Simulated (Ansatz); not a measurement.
# AlH2Br (SMILES [AlH2][Br]) at B3LYP/STO-3G

What is the vertical singlet–triplet gap of AlH2Br at B3LYP/STO-3G? 

Program for the calculation: Ansatz 0.2.0.

58 further runs of the same task are left out: 7 that didn't finish, 51 set aside as unsound or not needed.

## (1) The system as given

The species is AlH2Br (4 atoms), meant as a singlet with charge 0. SMILES: `[AlH2][Br]`. Geometry: relaxed at PBE0-D4/def2-TZVP.

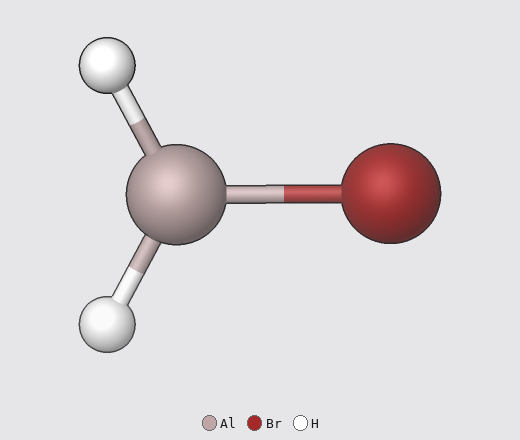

The structure, seen from a chosen angle (aluminium light grey, bromine red, hydrogen white).

## (2) The energy at B3LYP/STO-3G

Input file input.yaml:

```yaml
basis:
  gaussian: {orbitals: STO-3G}
crystal:
  periodic: [false, false, false]
  atoms:
    - symbol: Al
      position_ang: [-0.148300, -0.064700, -0.110300]
    - symbol: Br
      position_ang: [1.684900, 0.496600, 1.079700]
    - symbol: H
      position_ang: [-0.561600, -1.584800, -0.139200]
    - symbol: H
      position_ang: [-0.919700, 1.092700, -0.850400]
hamiltonian: {xc: {name: B3LYP}}
accuracy: high
```

Launch:

```
$ ansatz run input.yaml --threads 1 --pin off --max-ram 2610MiB --events-out events.jsonl --progress --plain --runs-dir runs
```

The program printed:

```text
Warning: RAYON_NUM_THREADS=1 ignored (pool sized by the plan → 1); use --threads N
Functional definition: B3LYP
  name "B3LYP"
  parameter a0 = 0.2
  parameter ax = 0.72
  parameter ac = 0.81
  exchange = (1 - a0 - ax)*slater_x + ax*b88_x + a0*exact_x
  correlation = (1 - ac)*vwn_rpa_c + ac*lyp_c
413 factors; integrals over basis functions are off by at most 1.5e-8 eV
mean field evaluation 1: about -75829.4027 eV, gradient 2.2e1 eV
mean field evaluation 2: about -75829.8576 eV, gradient 1.9e1 eV
mean field evaluation 4: about -75831.3517 eV, gradient 1.8e-1 eV
mean field evaluation 8: about -75831.3211 eV, gradient 1.8e-3 eV
mean field -75831.32110468 eV, -2786.7496502816 hartree, gradient 3.7e-9 eV, S^2 0.000000; 0 other end points of the search recorded, 0 dependent functions left out
reference -75831.32113102 eV, -2786.7496512496 hartree; 25, 25 occupied and 4, 4 virtual orbitals, 413 factors
Total energy: -75831.32113102 eV, -2786.7496512496 hartree
```

Wall time 1.3 s (1 thread of Arm Neoverse V1, shared host); peak memory 0.098 GiB.

## (3) The triplet at the same level

Input file job.yaml:

```yaml
crystal:
  periodic: [false, false, false]
  atoms:
    - symbol: Al
      position_ang: [-0.148300, -0.064700, -0.110300]
    - symbol: Br
      position_ang: [1.684900, 0.496600, 1.079700]
    - symbol: H
      position_ang: [-0.561600, -1.584800, -0.139200]
    - symbol: H
      position_ang: [-0.919700, 1.092700, -0.850400]
basis:
  gaussian: {orbitals: STO-3G}
magnetization: {spin_polarized: true, initial_magnetization: 2}
accuracy: high
hamiltonian: {xc: {name: B3LYP}}
```

Launch:

```
$ ansatz run job.yaml --threads 1 --pin off --max-ram 2610MiB --events-out events.jsonl --progress --plain --runs-dir runs
```

The program printed, shortened:

```text
Warning: RAYON_NUM_THREADS=1 ignored (pool sized by the plan → 1); use --threads N
[... 7 set-up lines as earlier in the session ...]
413 factors; integrals over basis functions are off by at most 1.5e-8 eV
mean field evaluation 1: about -75822.3357 eV, gradient 1.0e1 eV
mean field evaluation 2: about -75823.1148 eV, gradient 1.1e1 eV
mean field evaluation 4: about -75824.1825 eV, gradient 3.1e0 eV
mean field evaluation 8: about -75824.3254 eV, gradient 4.4e-2 eV
mean field evaluation 16: about -75824.3254 eV, gradient 6.0e-6 eV
mean field -75824.32544324 eV, -2786.4925644653 hartree, gradient 3.9e-8 eV, S^2 2.001448; 2 other end points of the search recorded, 0 dependent functions left out
reference -75824.32546975 eV, -2786.4925654397 hartree; 26, 24 occupied and 3, 5 virtual orbitals, 413 factors
Total energy: -75824.32546975 eV, -2786.4925654397 hartree
```

Run time: 3.3 s. Hardware: 1 thread of Arm Neoverse V1, shared host; peak memory 0.14 GiB.

## (4) Outcome

Level: B3LYP/STO-3G.

| quantity | value |
| --- | --- |
| singlet: total energy | -2786.74965 Eh |
| triplet: total energy | -2786.49257 Eh |
| triplet: ⟨S²⟩ | 2.001 |
| vertical energy of the triplet above the singlet | 6.996 eV |

At this shape the triplet lies 7.00 eV (675 kJ/mol) above the singlet. In a minimal basis such a difference can be off by several eV, whatever the method.
